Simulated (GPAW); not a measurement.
# Does FePt7 (fcc Pt14Fe2) carry moments in GPAW?

Aim: find out whether FePt7 (fcc Pt14Fe2) carries moments when they start parallel, and what they gain.

Program: GPAW 26.7.0. Level of theory: PBE; plane waves with GPAW's PAW setups, scalar-relativistic. Results are calculated unless marked as measured.

## (1) Starting point

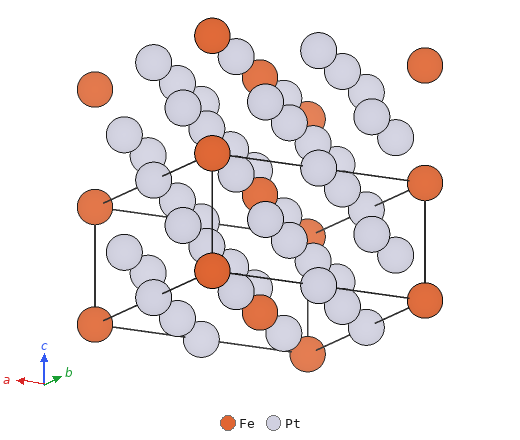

Start, viewed from a free direction; iron orange, platinum light grey. 1×1×2 cells are drawn. Some periodic images of atoms are drawn too.

The cell is a made-up one and need not be a known phase.

## (2) Run 1 (ferro ++++++++++++++++)

The parallel start comes first: it fits the smallest cell, keeps the most symmetry and shows whether parallel moments form.

order1.py

```python
import json
import numpy as np
from ase import Atoms
from ase.parallel import paropen, parprint
from gpaw import GPAW

atoms = Atoms(['Fe', 'Pt', 'Pt', 'Pt', 'Pt', 'Pt', 'Pt', 'Pt', 'Pt', 'Pt', 'Pt', 'Pt', 'Fe', 'Pt', 'Pt', 'Pt'],
    cell=[[7.7645, 0.0, 0.0],
         [0.0, 7.7645, 0.0],
         [0.0, 0.0, 3.88225]],
    scaled_positions=[[0.0, 0.0, 0.0],
         [0.0, 0.25, 0.5],
         [0.25, 0.0, 0.5],
         [0.25, 0.25, 0.0],
         [0.0, 0.5, 0.0],
         [0.0, 0.75, 0.5],
         [0.25, 0.5, 0.5],
         [0.25, 0.75, 0.0],
         [0.5, 0.0, 0.0],
         [0.5, 0.25, 0.5],
         [0.75, 0.0, 0.5],
         [0.75, 0.25, 0.0],
         [0.5, 0.5, 0.0],
         [0.5, 0.75, 0.5],
         [0.75, 0.5, 0.5],
         [0.75, 0.75, 0.0]],
    pbc=True,
    magmoms=[2.4, 0.3, 0.3, 0.3, 0.3, 0.3, 0.3, 0.3, 0.3, 0.3, 0.3, 0.3, 2.4, 0.3, 0.3, 0.3])
atoms.calc = GPAW(mode={'name': 'pw', 'ecut': 450},
    xc='PBE',
    kpts={'size': (5, 5, 10), 'gamma': True},
    occupations={'name': 'fermi-dirac', 'width': 0.05},
    convergence={'density': 1e-05, 'energy': 1e-05},
    maxiter=200,
    mixer={'name': 'pulay', 'beta': 0.04, 'nmaxold': 8, 'weight': 100},
    symmetry={'tolerance': 1e-4},
    txt='order1.txt')
e = atoms.get_potential_energy(force_consistent=True)
res = {'free_energy': e, 'energy_sigma0': atoms.get_potential_energy(), 'fermi_energy': atoms.calc.get_fermi_level()}
res['moments'] = atoms.get_magnetic_moments().tolist()
res['total'] = atoms.get_magnetic_moment()
parprint('site moments (muB):', np.round(res['moments'], 3))
parprint(f"total moment: {res['total']:.3f} muB")
parprint(f'free energy: {e:.6f} eV')
atoms.calc.write('order1.gpw')
with paropen('results.json', 'w') as f:
    json.dump(res, f)
```

Command:

```
$ OMP_NUM_THREADS=1 mpirun -n 4 gpaw python order1.py > order1.log
```

Numbers of over 12 decimals in the logs are rounded to 6 here.

Log:

```text
site moments (muB): [3.17  0.211 0.211 0.213 0.072 0.211 0.211 0.213 0.072 0.211 0.211 0.213
 3.17  0.211 0.211 0.213]
total moment: 9.045 muB
free energy: -109.255828 eV

--- order1.txt ---
Input parameters:
  mode=PW(ecut=450),
  convergence={'density': 1e-05, 'energy': 1e-05},
  kpts=MonkhorstPack(size=(5, 5, 10), gamma=True),
  maxiter=200,
  mixer=Pulay(name='pulay', nmaxold=8, beta=0.04, weight=100, sigma=0.015, g_ss=None),
  occupations=Occupations(name='fermi-dirac', width=0.05),
  symmetry=Symmetry(tolerance=0.0001),
  xc=XC(name='PBE')

Diagonalizing LCAO Hamiltonian
Converting LCAO to pw mode
      .------------------.
     /|                  |
    / |                  |
   /  |                  |
  /  Pt       Pt         |
 *    .-Pt--------Pt-----.
 |Pt /   Pt Pt     Pt   /
 |  /                  /
 | /t Pt     FePt     /
 |/    Pt        Pt  /
 Fe--------Pt-------*

Atoms  # Å, Bohr magnetons
|    | symbol |        x |        y |        z |    initial magnetic moments |
|----|--------|----------|----------|----------|-----------------------------|
|  0 |     Fe | 0.000000 | 0.000000 | 0.000000 | ( 0.0000,  0.0000,  2.4000) |
|  1 |     Pt | 0.000000 | 1.941125 | 1.941125 | ( 0.0000,  0.0000,  0.3000) |
|  2 |     Pt | 1.941125 | 0.000000 | 1.941125 | ( 0.0000,  0.0000,  0.3000) |
|  3 |     Pt | 1.941125 | 1.941125 | 0.000000 | ( 0.0000,  0.0000,  0.3000) |
|  4 |     Pt | 0.000000 | 3.882250 | 0.000000 | ( 0.0000,  0.0000,  0.3000) |
|  5 |     Pt | 0.000000 | 5.823375 | 1.941125 | ( 0.0000,  0.0000,  0.3000) |
|  6 |     Pt | 1.941125 | 3.882250 | 1.941125 | ( 0.0000,  0.0000,  0.3000) |
|  7 |     Pt | 1.941125 | 5.823375 | 0.000000 | ( 0.0000,  0.0000,  0.3000) |
|  8 |     Pt | 3.882250 | 0.000000 | 0.000000 | ( 0.0000,  0.0000,  0.3000) |
|  9 |     Pt | 3.882250 | 1.941125 | 1.941125 | ( 0.0000,  0.0000,  0.3000) |
| 10 |     Pt | 5.823375 | 0.000000 | 1.941125 | ( 0.0000,  0.0000,  0.3000) |
| 11 |     Pt | 5.823375 | 1.941125 | 0.000000 | ( 0.0000,  0.0000,  0.3000) |
| 12 |     Fe | 3.882250 | 3.882250 | 0.000000 | ( 0.0000,  0.0000,  2.4000) |
| 13 |     Pt | 3.882250 | 5.823375 | 1.941125 | ( 0.0000,  0.0000,  0.3000) |
| 14 |     Pt | 5.823375 | 3.882250 | 1.941125 | ( 0.0000,  0.0000,  0.3000) |
| 15 |     Pt | 5.823375 | 5.823375 | 0.000000 | ( 0.0000,  0.0000,  0.3000) |

Unit cell  # Å
| periodic |        x |        y |        z |  lengths |    angles |
|----------|----------|----------|----------|----------|-----------|
|      yes | 7.764500 | 0.000000 | 0.000000 | 7.764500 | 90.000000 |
|      yes | 0.000000 | 7.764500 | 0.000000 | 7.764500 | 90.000000 |
|      yes | 0.000000 | 0.000000 | 3.882250 | 3.882250 | 90.000000 |

Number of symmetries: 16

BZ-sampling:
  Number of BZ points: 250
  Number of IBZ points: 36

  Monkhorst-Pack size: [5, 5, 10]
  Monkhorst-Pack shift: [0.0, 0.0, 0.05]

K-points  # in reciprocal-cell coordinates
|     |                                coordinates |     weight |
|-----|--------------------------------------------|------------|
|   0 | (  0.00000000,   0.00000000,   0.00000000) | 0.00400000 |
|   1 | (  0.00000000,   0.00000000,   0.10000000) | 0.00800000 |
|   2 | (  0.00000000,   0.00000000,   0.20000000) | 0.00800000 |
|   3 | (  0.00000000,   0.00000000,   0.30000000) | 0.00800000 |
|   4 | (  0.00000000,   0.00000000,   0.40000000) | 0.00800000 |
|   5 | (  0.00000000,   0.00000000,   0.50000000) | 0.00400000 |
|   6 | (  0.20000000,   0.00000000,   0.00000000) | 0.01600000 |
|   7 | (  0.20000000,   0.00000000,   0.10000000) | 0.03200000 |
|   8 | (  0.20000000,   0.00000000,   0.20000000) | 0.03200000 |
|   9 | (  0.20000000,   0.00000000,   0.30000000) | 0.03200000 |
| ... |                                            |            |
|  35 | (  0.40000000,   0.40000000,   0.50000000) | 0.01600000 |

Plane wave coefficients: 5099
Cutoff: 450.000000 eV

Spin-components: 2 (collinear spins)
Bands:           154
Projectors:      96
Spin-degeneracy: 1
Datatype:        complex128

Parallelization:
  kpt:    4
  domain: 1
  band:   1

Density:
  Valence electrons: 240.0
  Components: 2
  Grid points: [40 40 20]
  Charge: 0.0  # |e|

Potential:
  Grid points: [40 40 20]

species:
  Fe:
    name:    Iron
    Z:       26.0
    valence: 8
    core:    18
    charge:  0.0  # [|e|]
    compensation charges:
      type: gauss
      rc: 0.33  # [Å]
      lmax: 2
    cutoffs:
      filter: 2.06  # [Å]
      core: 2.67  # [Å]
    projectors
    | kind |    occ | energy [eV] | rcut [Å] |
    |------|--------|-------------|----------|
    |   4s |  2.000 |      -5.291 |    1.164 |
    |   4p |  0.000 |      -1.326 |    1.058 |
    |   3d |  6.000 |      -7.505 |    1.058 |
    |    s |        |      21.920 |    1.164 |
    |    p |        |      25.885 |    1.058 |
    |    d |        |      19.706 |    1.058 |

    Using partial waves for Fe as LCAO basis

  Pt:
    name:    Platinum
    Z:       78.0
    valence: 16
    core:    62
    charge:  0.0  # [|e|]
    compensation charges:
      type: gauss
      rc: 0.41  # [Å]
      lmax: 2
    cutoffs:
      filter: 2.26  # [Å]
      core: 2.26  # [Å]
    projectors
    | kind |    occ | energy [eV] | rcut [Å] |
    |------|--------|-------------|----------|
    |   6s |  1.000 |      -5.628 |    1.307 |
    |   5p |  6.000 |     -56.051 |    1.371 |
    |   6p |  0.000 |      -0.845 |    1.371 |
    |   5d |  9.000 |      -6.153 |    1.307 |
    |    s |        |      21.583 |    1.307 |
    |    d |        |      21.058 |    1.307 |

    Using partial waves for Pt as LCAO basis

Reference energy: -7074493.987944  # eV

eigensolver:
  PPCG
  Converge bands: occupied
  niter=2

density mixing:
  Pulay-Mixer
  Linear mixing parameters: 0.04
  Old densities: 8
  Fourier metric: weight=100, sigma=0.015

occupation numbers:
  Fermi-Dirac:
    width: 0.0500  # eV

poisson solver:
  ecut: 3600.000000  # eV

xc functional:
  name: PBE with 2 nearest neighbor stencil

convergence criteria:
- Maximum integral of absolute [dens]ity change: 1e-05 electrons / valence electron
- Maximum [total energy] change in last 3 cyles: 1e-05 eV / valence electron
- Maximum integral of absolute [eigenst]ate change: 4e-08 eV^2 / valence electron
maximum number of iterations: 200

SCF iterations
|iter     |      energy | eigst |  dens |  magmom |
|---------|-------------|-------|-------|---------|
|iter:   1|       0s | -135.995721 | +0.37 |       |  +8.9928|
|iter:   2|      13s | -118.663739 | -1.18 | -0.81 |  +8.7140|
|iter:   3|      26s | -115.616577 | -1.91 | -0.99 |  +8.5728|
|iter:   4|      39s | -115.867509 | -1.67 | -1.08 |  +8.5647|
|iter:   5|      52s | -116.777063 | -0.95 | -1.01 |  +7.7571|
|iter:   6|      65s | -113.781224 | -2.81 | -1.12 |  +7.6953|
|iter:   7|      77s | -108.931183 | -1.99 | -1.21 |  +7.5253|
|iter:   8|      90s | -108.997861 | -4.04 | -1.59 |  +7.5360|
|iter:   9|     103s | -108.869535 | -4.35 | -1.57 |  +7.4632|
|iter:  10|     116s | -109.093987 | -2.26 | -1.60 |  +8.5259|
[... 18 iterations left out ...]
|iter:  29|     342s | -109.173556c| -8.11c| -4.39 |  +9.0356|
|iter:  30|     352s | -109.173564c| -7.59c| -4.40 |  +9.0401|
|iter:  31|     358s | -109.173566c| -7.99c| -4.59 |  +9.0398|
|iter:  32|     364s | -109.173568c| -8.31c| -4.62 |  +9.0396|
|iter:  33|     371s | -109.173571c| -8.21c| -4.64 |  +9.0412|
|iter:  34|     377s | -109.173571c| -8.55c| -4.71 |  +9.0409|
|iter:  35|     383s | -109.173571c| -9.14c| -4.75 |  +9.0409|
|iter:  36|     389s | -109.173578c| -8.03c| -4.76 |  +9.0433|
|iter:  37|     396s | -109.173581c| -8.19c| -4.93 |  +9.0450|
|iter:  38|     402s | -109.173581c| -8.73c| -5.15c|  +9.0455|

Converged in 38 steps
Energy contributions relative to reference atoms: (reference = -7074493.987944)

Energy contributions:
  Kinetic:         -10.658990
  Coulomb:          -5.535717
  Zero:             -7.284549
  External:          0.000000
  Xc:              -85.612078
  Entropy:          -0.164494
  Spinorbit:         0.000000
  ----------------------------
  Free energy:    -109.255828
  Extrapolated:   -109.173581

dipole moment: (-98.547897, -98.547897, -98.561646)  # |e|*Ang

Total magnetic moment: (0.000000, 0.000000, 9.045496)

Local magnetic moments
|        x |        y |        z |
|----------|----------|----------|
| 0.000000 | 0.000000 | 3.169825 |  # Fe   0
| 0.000000 | 0.000000 | 0.210602 |  # Pt   1
| 0.000000 | 0.000000 | 0.210602 |  # Pt   2
| 0.000000 | 0.000000 | 0.213270 |  # Pt   3
| 0.000000 | 0.000000 | 0.072054 |  # Pt   4
| 0.000000 | 0.000000 | 0.210602 |  # Pt   5
| 0.000000 | 0.000000 | 0.210602 |  # Pt   6
| 0.000000 | 0.000000 | 0.213270 |  # Pt   7
| 0.000000 | 0.000000 | 0.072054 |  # Pt   8
| 0.000000 | 0.000000 | 0.210602 |  # Pt   9
| 0.000000 | 0.000000 | 0.210602 |  # Pt  10
| 0.000000 | 0.000000 | 0.213270 |  # Pt  11
| 0.000000 | 0.000000 | 3.169825 |  # Fe  12
| 0.000000 | 0.000000 | 0.210602 |  # Pt  13
| 0.000000 | 0.000000 | 0.210602 |  # Pt  14
| 0.000000 | 0.000000 | 0.213270 |  # Pt  15

Fermi level: 12.091
Eigenvalues  # (at kpt = [0.000, 0.000, 0.000])
| band index |      eig [eV] | occ [0-1] |      eig [eV] | occ [0-1] |
|------------|---------------|-----------|---------------|-----------|
|          0 |       -41.061 |     1.000 |       -40.918 |     1.000 |
|        ... |               |           |               |           |
|        109 |        10.361 |     1.000 |        11.308 |     1.000 |
|        110 |        10.654 |     1.000 |        11.308 |     1.000 |
|        111 |        11.087 |     1.000 |        11.969 |     0.920 |
|        112 |        11.158 |     1.000 |        12.235 |     0.054 |
|        113 |        11.158 |     1.000 |        12.344 |     0.006 |
|        114 |        11.397 |     1.000 |        12.653 |     0.000 |
|        115 |        11.517 |     1.000 |        12.725 |     0.000 |
|        116 |        11.713 |     0.999 |        12.731 |     0.000 |
|        117 |        11.972 |     0.916 |        12.731 |     0.000 |
|        118 |        11.972 |     0.916 |        12.745 |     0.000 |
|        119 |        12.033 |     0.764 |        12.746 |     0.000 |
|        120 |        12.033 |     0.764 |        12.757 |     0.000 |
|        121 |        12.082 |     0.546 |        12.874 |     0.000 |
|        122 |        12.552 |     0.000 |        13.129 |     0.000 |
|        123 |        12.558 |     0.000 |        13.229 |     0.000 |
|        124 |        12.558 |     0.000 |        13.229 |     0.000 |
|        ... |               |           |               |           |
|        153 |        23.208 |     0.000 |        23.514 |     0.000 |

No gap
No difference between direct/indirect transitions
```

Wall time 7.3 min (4 MPI ranks of AMD EPYC 9B45 (Zen 5), shared host); peak memory 2.1 GiB.

Spin moment in the augmentation sphere by atom:

| atom | spin moment in the augmentation sphere (μB) |
| --- | --- |
| Fe1 | 3.17 |
| Pt2 | 0.21 |
| Pt3 | 0.21 |
| Pt4 | 0.21 |
| Pt5 | 0.07 |
| Pt6 | 0.21 |
| Pt7 | 0.21 |
| Pt8 | 0.21 |
| Pt9 | 0.07 |
| Pt10 | 0.21 |
| Pt11 | 0.21 |
| Pt12 | 0.21 |
| Fe13 | 3.17 |
| Pt14 | 0.21 |
| Pt15 | 0.21 |
| Pt16 | 0.21 |

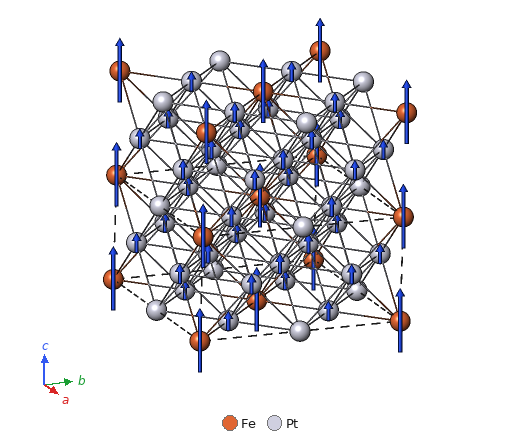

Spin moment in the augmentation sphere as arrows, the longest 3.17 μB. Up and down stand for the sign. Arrows give size and sign along the axis of quantisation, drawn up and down the page. Each arrow also spans its atom, so small moments look longer than they are. 1×1×2 cells are drawn. Some periodic images of atoms are drawn too.

Read from the output:

```yaml
magnetization: 9.045 μB
final_state: ferromagnetic
```

The moments seeded on 2 Pt atoms fell under 0.15 μB.

After 38 cycles the largest moment stands at 3.17 μB.

[end of part 1 of 2]

[Logs and program files are shortened in this print: banners, set-up blocks, solver, clock and traceback lines can be left out without a mark of their own.]

[Logs are printed without paths, hosts, clocks, repeated set-up lines and the standing remarks that a program may print on its own settings, such as how far it seeks lower states.]

[Hosts, paths, dates, database ids (printed as entryN), source tags and the programs' standing remarks are cut or masked in the printed files.]

[Where a cell is said to come from a database of computed structures, the database is the Materials Project.]
